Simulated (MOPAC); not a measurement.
**Run report: BSi₂H₅F₂, molecular dynamics (part 2 of 2)**

The same run, continued: BSi₂H₅F₂; PM6-D3H4X, closed shell, dispersion D3H4X, COSMO solvent dmf (MOPAC 23.2.5). The geometry comes from this level: GFN2-xTB.

Geometry of the input (Å):
```
F  -1.8027  0.8339  2.0283
B  -0.5342  0.9039  1.6566
F  0.0114  2.0644  1.9849
Si 0.3941  -0.4981  0.6323
Si 0.0921  -0.2820  -1.6642
H  -0.0572  -1.8342  1.0528
H  1.8338  -0.4929  0.9357
H  -1.3130  -0.4263  -2.0578
H  0.5285  1.0254  -2.1654
H  0.8471  -1.2941  -2.4033
```

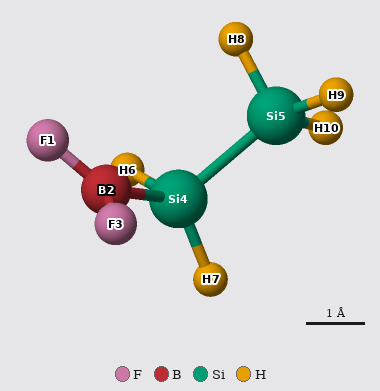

Figure 1. The geometry at step 24 of the log (ball-and-stick view, seen at a tilt; atoms are numbered from 1 in the order of the input).

Trajectory as extended XYZ, continued
```
10
Properties=species:S:1:pos:R:3 step=13 time_fs=6.5 energy=-5.13168
F    -1.8163    0.8682    2.0594
B    -0.4938    0.9157    1.6780
F    -0.0300    2.0306    1.9918
Si    0.4054   -0.4806    0.6027
Si    0.1142   -0.2899   -1.6473
H    -0.2982   -1.8667    1.0137
H     1.8792   -0.7352    0.8169
H    -1.3904   -0.5077   -1.9601
H     0.4392    1.0248   -2.6054
H     0.8824   -1.3402   -2.4937
10
Properties=species:S:1:pos:R:3 step=14 time_fs=7.0 energy=-5.16076
F    -1.8166    0.8711    2.0617
B    -0.4944    0.9134    1.6793
F    -0.0323    2.0308    1.9933
Si    0.4062   -0.4809    0.5992
Si    0.1158   -0.2897   -1.6465
H    -0.3100   -1.8496    1.0054
H     1.8932   -0.7505    0.8136
H    -1.3930   -0.5150   -1.9497
H     0.4278    1.0041   -2.6182
H     0.8847   -1.3450   -2.4931
10
Properties=species:S:1:pos:R:3 step=15 time_fs=7.5 energy=-5.20221
F    -1.8169    0.8740    2.0640
B    -0.4957    0.9105    1.6806
F    -0.0345    2.0314    1.9950
Si    0.4069   -0.4814    0.5956
Si    0.1174   -0.2894   -1.6458
H    -0.3205   -1.8299    0.9963
H     1.9065   -0.7651    0.8109
H    -1.3941   -0.5222   -1.9387
H     0.4158    0.9807   -2.6274
H     0.8864   -1.3493   -2.4907
10
Properties=species:S:1:pos:R:3 step=16 time_fs=8.0 energy=-5.25154
F    -1.8170    0.8769    2.0663
B    -0.4975    0.9071    1.6818
F    -0.0365    2.0325    1.9968
Si    0.4078   -0.4821    0.5918
Si    0.1190   -0.2890   -1.6452
H    -0.3299   -1.8080    0.9866
H     1.9186   -0.7788    0.8088
H    -1.3937   -0.5295   -1.9271
H     0.4034    0.9548   -2.6332
H     0.8875   -1.3531   -2.4864
10
Properties=species:S:1:pos:R:3 step=17 time_fs=8.5 energy=-5.30332
F    -1.8170    0.8798    2.0686
B    -0.4999    0.9032    1.6830
F    -0.0383    2.0341    1.9988
Si    0.4087   -0.4831    0.5879
Si    0.1206   -0.2886   -1.6447
H    -0.3384   -1.7844    0.9763
H     1.9290   -0.7917    0.8071
H    -1.3918   -0.5368   -1.9149
H     0.3907    0.9270   -2.6358
H     0.8879   -1.3565   -2.4802
10
Properties=species:S:1:pos:R:3 step=18 time_fs=9.0 energy=-5.35165
F    -1.8169    0.8827    2.0708
B    -0.5028    0.8990    1.6841
F    -0.0401    2.0360    2.0009
Si    0.4097   -0.4842    0.5838
Si    0.1221   -0.2882   -1.6444
H    -0.3461   -1.7597    0.9656
H     1.9372   -0.8035    0.8059
H    -1.3884   -0.5441   -1.9022
H     0.3779    0.8978   -2.6356
H     0.8877   -1.3594   -2.4721
10
Properties=species:S:1:pos:R:3 step=19 time_fs=9.5 energy=-5.39336
F    -1.8166    0.8856    2.0730
B    -0.5062    0.8943    1.6853
F    -0.0416    2.0383    2.0031
Si    0.4108   -0.4855    0.5796
Si    0.1236   -0.2877   -1.6441
H    -0.3534   -1.7344    0.9545
H     1.9431   -0.8144    0.8051
H    -1.3836   -0.5515   -1.8888
H     0.3651    0.8680   -2.6329
H     0.8870   -1.3619   -2.4622
10
Properties=species:S:1:pos:R:3 step=20 time_fs=10.0 energy=-5.42108
F    -1.8163    0.8886    2.0752
B    -0.5100    0.8894    1.6863
F    -0.0431    2.0409    2.0054
Si    0.4121   -0.4869    0.5752
Si    0.1250   -0.2873   -1.6439
H    -0.3606   -1.7091    0.9434
H     1.9463   -0.8241    0.8046
H    -1.3775   -0.5590   -1.8750
H     0.3526    0.8383   -2.6284
H     0.8857   -1.3642   -2.4504
10
Properties=species:S:1:pos:R:3 step=21 time_fs=10.5 energy=-5.43578
F    -1.8159    0.8915    2.0774
B    -0.5142    0.8843    1.6874
F    -0.0445    2.0437    2.0079
Si    0.4135   -0.4885    0.5707
Si    0.1263   -0.2869   -1.6437
H    -0.3678   -1.6846    0.9323
H     1.9468   -0.8328    0.8045
H    -1.3703   -0.5665   -1.8606
H     0.3404    0.8094   -2.6226
H     0.8840   -1.3663   -2.4369
10
Properties=species:S:1:pos:R:3 step=22 time_fs=11.0 energy=-5.43739
F    -1.8155    0.8944    2.0796
B    -0.5188    0.8790    1.6885
F    -0.0458    2.0469    2.0104
Si    0.4151   -0.4901    0.5661
Si    0.1276   -0.2865   -1.6436
H    -0.3756   -1.6614    0.9214
H     1.9444   -0.8403    0.8047
H    -1.3623   -0.5742   -1.8458
H     0.3287    0.7822   -2.6161
H     0.8821   -1.3684   -2.4218
10
Properties=species:S:1:pos:R:3 step=23 time_fs=11.5 energy=-5.42805
F    -1.8150    0.8973    2.0818
B    -0.5236    0.8737    1.6896
F    -0.0470    2.0502    2.0130
Si    0.4169   -0.4918    0.5613
Si    0.1288   -0.2862   -1.6434
H    -0.3840   -1.6401    0.9108
H     1.9392   -0.8468    0.8052
H    -1.3537   -0.5820   -1.8306
H     0.3178    0.7573   -2.6096
H     0.8799   -1.3707   -2.4052
10
Properties=species:S:1:pos:R:3 step=24 time_fs=12.0 energy=-5.41183
F    -1.8144    0.9002    2.0839
B    -0.5286    0.8683    1.6907
F    -0.0482    2.0537    2.0157
Si    0.4189   -0.4935    0.5563
Si    0.1300   -0.2861   -1.6432
H    -0.3936   -1.6212    0.9007
H     1.9314   -0.8523    0.8061
H    -1.3447   -0.5901   -1.8150
H     0.3077    0.7356   -2.6037
H     0.8778   -1.3734   -2.3872
10
Properties=species:S:1:pos:R:3 step=25 time_fs=12.5 energy=-5.39654
F    -1.8139    0.9030    2.0861
B    -0.5338    0.8630    1.6919
F    -0.0493    2.0573    2.0184
Si    0.4210   -0.4953    0.5512
Si    0.1311   -0.2860   -1.6430
H    -0.4044   -1.6050    0.8911
H     1.9211   -0.8568    0.8073
H    -1.3356   -0.5984   -1.7991
H     0.2985    0.7177   -2.5991
H     0.8759   -1.3766   -2.3681
10
Properties=species:S:1:pos:R:3 step=26 time_fs=13.0 energy=-5.38523
F    -1.8133    0.9059    2.0883
B    -0.5391    0.8579    1.6930
F    -0.0505    2.0610    2.0211
Si    0.4232   -0.4971    0.5459
Si    0.1321   -0.2860   -1.6427
H    -0.4166   -1.5920    0.8820
H     1.9086   -0.8605    0.8090
H    -1.3268   -0.6069   -1.7828
H     0.2904    0.7040   -2.5962
H     0.8743   -1.3807   -2.3481
10
Properties=species:S:1:pos:R:3 step=27 time_fs=13.5 energy=-5.38233
F    -1.8127    0.9087    2.0905
B    -0.5444    0.8529    1.6942
F    -0.0515    2.0647    2.0239
Si    0.4257   -0.4989    0.5405
Si    0.1331   -0.2862   -1.6422
H    -0.4304   -1.5821    0.8736
H     1.8944   -0.8634    0.8111
H    -1.3185   -0.6159   -1.7664
H     0.2834    0.6950   -2.5955
H     0.8731   -1.3856   -2.3272
10
Properties=species:S:1:pos:R:3 step=28 time_fs=14.0 energy=-5.39112
F    -1.8122    0.9115    2.0927
B    -0.5496    0.8482    1.6954
F    -0.0526    2.0684    2.0267
Si    0.4282   -0.5006    0.5350
Si    0.1340   -0.2865   -1.6417
H    -0.4457   -1.5756    0.8657
H     1.8789   -0.8657    0.8138
H    -1.3109   -0.6251   -1.7498
H     0.2775    0.6907   -2.5971
H     0.8726   -1.3916   -2.3056
10
Properties=species:S:1:pos:R:3 step=29 time_fs=14.5 energy=-5.41124
F    -1.8118    0.9143    2.0949
B    -0.5548    0.8438    1.6967
F    -0.0537    2.0721    2.0296
Si    0.4309   -0.5024    0.5294
Si    0.1349   -0.2869   -1.6410
H    -0.4624   -1.5722    0.8582
H     1.8626   -0.8675    0.8172
H    -1.3043   -0.6348   -1.7330
H     0.2727    0.6912   -2.6013
H     0.8727   -1.3988   -2.2835
10
Properties=species:S:1:pos:R:3 step=30 time_fs=15.0 energy=-5.43882
F    -1.8114    0.9171    2.0971
B    -0.5598    0.8398    1.6980
F    -0.0548    2.0757    2.0324
Si    0.4336   -0.5041    0.5236
Si    0.1357   -0.2875   -1.6403
H    -0.4804   -1.5719    0.8512
H     1.8459   -0.8690    0.8213
H    -1.2988   -0.6448   -1.7162
H     0.2690    0.6963   -2.6080
H     0.8737   -1.4073   -2.2611
10
Properties=species:S:1:pos:R:3 step=31 time_fs=15.5 energy=-5.46914
F    -1.8111    0.9198    2.0994
B    -0.5646    0.8361    1.6992
F    -0.0560    2.0793    2.0352
Si    0.4364   -0.5058    0.5177
Si    0.1365   -0.2881   -1.6393
H    -0.4993   -1.5742    0.8445
H     1.8296   -0.8704    0.8262
H    -1.2946   -0.6552   -1.6994
H     0.2663    0.7057   -2.6169
H     0.8756   -1.4171   -2.2384
10
Properties=species:S:1:pos:R:3 step=32 time_fs=16.0 energy=-5.49780
F    -1.8109    0.9225    2.1017
B    -0.5691    0.8328    1.7006
F    -0.0572    2.0827    2.0380
Si    0.4392   -0.5074    0.5117
Si    0.1372   -0.2888   -1.6383
H    -0.5188   -1.5787    0.8380
H     1.8141   -0.8718    0.8321
H    -1.2917   -0.6660   -1.6827
H     0.2645    0.7187   -2.6277
H     0.8784   -1.4281   -2.2156
10
Properties=species:S:1:pos:R:3 step=33 time_fs=16.5 energy=-5.51699
F    -1.8109    0.9252    2.1041
B    -0.5732    0.8300    1.7019
F    -0.0584    2.0861    2.0408
Si    0.4420   -0.5091    0.5056
Si    0.1379   -0.2896   -1.6372
H    -0.5385   -1.5852    0.8314
H     1.7999   -0.8735    0.8391
H    -1.2902   -0.6770   -1.6661
H     0.2635    0.7348   -2.6399
H     0.8822   -1.4403   -2.1928
10
Properties=species:S:1:pos:R:3 step=34 time_fs=17.0 energy=-5.52717
F    -1.8109    0.9279    2.1065
B    -0.5771    0.8276    1.7031
F    -0.0597    2.0892    2.0436
Si    0.4447   -0.5107    0.4994
Si    0.1386   -0.2904   -1.6360
H    -0.5580   -1.5930    0.8246
H     1.7876   -0.8755    0.8473
H    -1.2900   -0.6883   -1.6497
H     0.2632    0.7533   -2.6531
H     0.8868   -1.4536   -2.1700
```

Key numbers

- outcome: finished
- trajectory: 35 frames kept, 17 fs
- potential energy (a single point apart from the frames shown): −44.565542 hartree
- dispersion energy (a single point apart from the frames shown): −0.000838 hartree
- heat of formation (a single point apart from the frames shown): −127.46 kcal/mol
- basis functions (a single point apart from the frames shown): 35
- largest force (a single point apart from the frames shown): 2.749 eV/Å
- HOMO (a single point apart from the frames shown): −9.05 eV
- LUMO (a single point apart from the frames shown): −0.95 eV
- dipole moment (a single point apart from the frames shown): 4.48 D
- hardware: 1 thread of Arm Neoverse N1, 98 GiB of memory available, shared host
- wall time: 2.8 s
- peak memory: 0.12 GiB

Notes

MOPAC's energies along a path are heats of formation. So short a trajectory is not equilibrated.
